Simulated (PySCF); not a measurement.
# C7H14F2Si: what the fields show

```xyz
24

C     0.0194   -1.9400    0.7397
C     0.1059   -0.6523   -0.0824
C     1.4187    0.0212    0.1971
C     2.3761    0.2338   -0.6950
Si    4.0294    1.0457   -0.3305
C    -1.0323    0.3284    0.2524
C    -2.4155   -0.1100   -0.2250
C    -3.4561    0.9977   -0.1760
F    -2.8694   -1.1667    0.5180
F    -2.3458   -0.6002   -1.5009
H     0.0304   -1.7131    1.8042
H    -0.8887   -2.4900    0.5120
H     0.8721   -2.5766    0.5131
H     0.0495   -0.9016   -1.1469
H     1.5594    0.3262    1.2269
H     2.1976   -0.0904   -1.7148
H     4.1623    2.2497   -1.1565
H     5.1088    0.1107   -0.6586
H     4.0929    1.4066    1.0866
H    -0.8145    1.2892   -0.2187
H    -1.0882    0.4759    1.3325
H    -4.4223    0.5927   -0.4679
H    -3.5226    1.3920    0.8334
H    -3.1789    1.7907   -0.8637
```

Geometry: GFN2-xTB.

All numbers below come from PBE0/pcSseg-1, SCF density, gas phase, non-relativistic in PySCF 2.14.0.

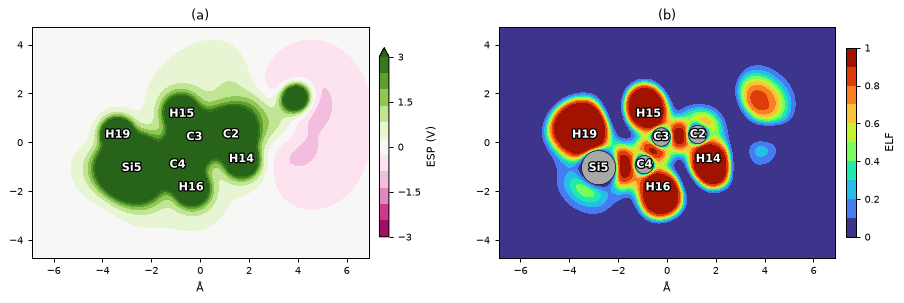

Figure 1. (a) molecular electrostatic potential; (b) electron localisation function on the plane of atoms C2, C3 and H15. Grey discs cover the atomic cores in the ELF map.

### Describe what can be read from this map.

- The plane passes through C, Si and H nuclei.
- C–C (1.33 Å): the ELF peaks at about 0.90 between the atoms; a short, multiple covalent bond.
- C–Si (1.88 Å): the ELF peaks at about 0.95 between the atoms: a covalent bond.
- C–H (1.08 Å): the ELF climbs to about 1 towards the hydrogen, as it does in any bond to H; a covalent bond by its length.
- C–C (1.50 Å): the ELF peaks at about 0.95 between the atoms, as expected for localised, covalent bonding.
- Si–H (1.46 Å): the ELF climbs to about 1 towards the hydrogen.
- The ELF also peaks beside F9, away from the bonds: lone-pair regions.
- Outside the dense part of the molecule the potential is most negative (−1.0 V) near F9, which lies off the plane.

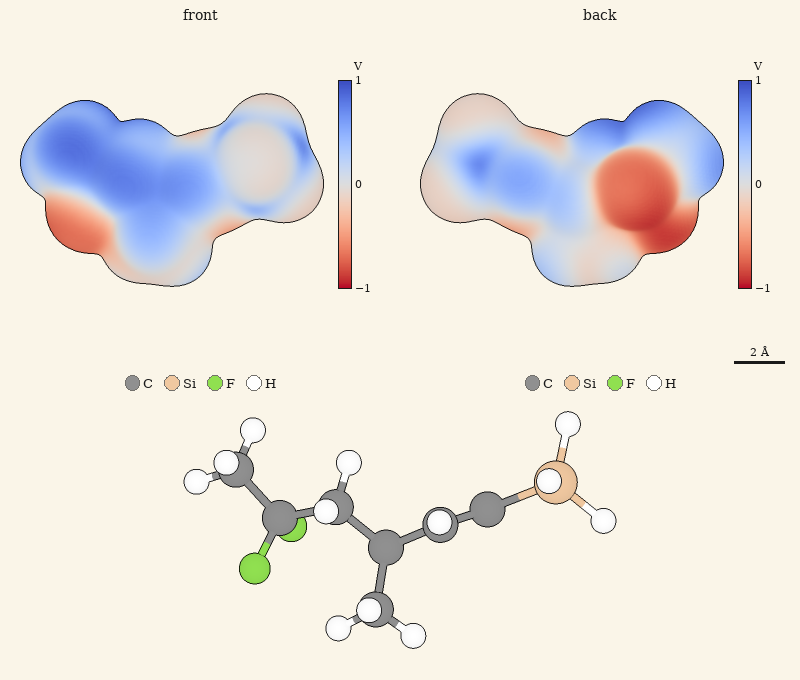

Figure 2. The electrostatic potential painted on the density surface at 0.001 e/bohr³, seen from the front and from behind; the colour scale runs from red (negative) to blue (positive). The bare structure is drawn below in the same view.

### Which sites attract a positive test charge, and which a negative one?

A positive charge is drawn to the negative regions and a negative charge to the positive ones. The most negative region (about −0.9 V) lies over F9 and F10, the most positive (about +0.8 V) over H20, H23 and H24.

### What dipole moment does the calculation give?

Its dipole moment is 1.79 D.
